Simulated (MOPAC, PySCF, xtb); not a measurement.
Potential energy curve for CH₂O, SMILES O=C, singlet. The C1–O4 bond (C1 also carries H, H; O4 carries nothing else) is varied alone, starting from the PBE0/def2-TZVP optimised geometry.

```
4

C      0.0000     0.0000     0.0000
H      0.0001    -0.9401    -0.5879
H      0.0000     0.9400    -0.5880
O      0.0000     0.0000     1.1954
```

- UKS-B3LYP/6-311+G** = unrestricted B3LYP/6-311+G**, spherical d in PySCF 2.14.0
- PM6, restricted, heats of formation (MOPAC)
- UHF/3-21G = PySCF 2.14.0 with unrestricted Hartree-Fock/3-21G
- GFN1-xTB (xtb)

Energies are in kJ/mol, each relative to the lowest point of its own curve near equilibrium.

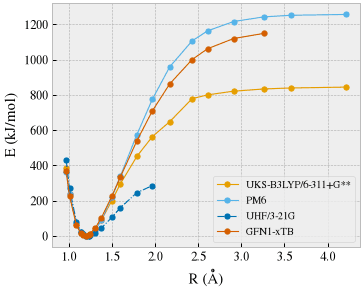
Energy against bond length for each method.

```json
[
 {"R / Å": "0.97", "UKS-B3LYP/6-311+G**": "384.3", "PM6": "363.8", "UHF/3-21G": "430.7", "GFN1-xTB": "369.4"},
 {"R / Å": "1.01", "UKS-B3LYP/6-311+G**": "237.6", "PM6": "234.6", "UHF/3-21G": "269.2", "GFN1-xTB": "224.6"},
 {"R / Å": "1.09", "UKS-B3LYP/6-311+G**": "66.3", "PM6": "72.9", "UHF/3-21G": "77.9", "GFN1-xTB": "58.5"},
 {"R / Å": "1.14", "UKS-B3LYP/6-311+G**": "18.0", "PM6": "22.4", "UHF/3-21G": "22.3", "GFN1-xTB": "13.7"},
 {"R / Å": "1.16", "UKS-B3LYP/6-311+G**": "7.8", "PM6": "10.8", "UHF/3-21G": "10.3", "GFN1-xTB": "5.0"},
 {"R / Å": "1.20", "UKS-B3LYP/6-311+G**": "0.0", "PM6": "0.0", "UHF/3-21G": "0.0", "GFN1-xTB": "0.0"},
 {"R / Å": "1.23", "UKS-B3LYP/6-311+G**": "3.1", "PM6": "1.3", "UHF/3-21G": "0.2", "GFN1-xTB": "5.2"},
 {"R / Å": "1.25", "UKS-B3LYP/6-311+G**": "8.6", "PM6": "5.9", "UHF/3-21G": "2.4", "GFN1-xTB": "12.2"},
 {"R / Å": "1.31", "UKS-B3LYP/6-311+G**": "38.3", "PM6": "35.0", "UHF/3-21G": "17.0", "GFN1-xTB": "46.2"},
 {"R / Å": "1.38", "UKS-B3LYP/6-311+G**": "90.0", "PM6": "90.8", "UHF/3-21G": "44.4", "GFN1-xTB": "103.5"},
 {"R / Å": "1.50", "UKS-B3LYP/6-311+G**": "200.2", "PM6": "218.9", "UHF/3-21G": "105.1", "GFN1-xTB": "225.1"},
 {"R / Å": "1.60", "UKS-B3LYP/6-311+G**": "296.2", "PM6": "340.5", "UHF/3-21G": "160.0", "GFN1-xTB": "335.0"},
 {"R / Å": "1.79", "UKS-B3LYP/6-311+G**": "450.8", "PM6": "574.3", "UHF/3-21G": "245.0", "GFN1-xTB": "539.0"},
 {"R / Å": "1.97", "UKS-B3LYP/6-311+G**": "563.1", "PM6": "775.5", "UHF/3-21G": "284.6", "GFN1-xTB": "709.4"},
 {"R / Å": "2.17", "UKS-B3LYP/6-311+G**": "647.3", "PM6": "958.2", "UHF/3-21G": "—", "GFN1-xTB": "861.6"},
 {"R / Å": "2.43", "UKS-B3LYP/6-311+G**": "778.1", "PM6": "1105.9", "UHF/3-21G": "—", "GFN1-xTB": "1000.1"},
 {"R / Å": "2.61", "UKS-B3LYP/6-311+G**": "799.6", "PM6": "1162.8", "UHF/3-21G": "—", "GFN1-xTB": "1061.5"},
 {"R / Å": "2.91", "UKS-B3LYP/6-311+G**": "820.4", "PM6": "1215.7", "UHF/3-21G": "—", "GFN1-xTB": "1119.0"},
 {"R / Å": "3.26", "UKS-B3LYP/6-311+G**": "833.0", "PM6": "1241.9", "UHF/3-21G": "—", "GFN1-xTB": "1148.4"},
 {"R / Å": "3.57", "UKS-B3LYP/6-311+G**": "838.7", "PM6": "1251.0", "UHF/3-21G": "—", "GFN1-xTB": "—"},
 {"R / Å": "4.21", "UKS-B3LYP/6-311+G**": "843.5", "PM6": "1255.8", "UHF/3-21G": "—", "GFN1-xTB": "—"}
]
```

At the longest distance, 4.21 Å, PM6 lies highest above its minimum (1255.8 kJ/mol) and UKS-B3LYP/6-311+G** lowest (843.5 kJ/mol).

A dash means that the run gave no value there, or that the column was ended at a point which the program doubted or which failed a test of continuity chosen for this set; such a test can also cut sound points.

The unrestricted determinant behind UKS-B3LYP/6-311+G** is spin-contaminated at 1.60 to 4.21 Å (<S²> up to 1.7, against 0.00 for a pure singlet). The restricted form behind PM6 keeps the bonding electrons paired and can't separate into open-shell fragments. The unrestricted determinant behind UHF/3-21G is spin-contaminated at 1.23 to 4.21 Å (<S²> up to 1.8, against 0.00 for a pure singlet).
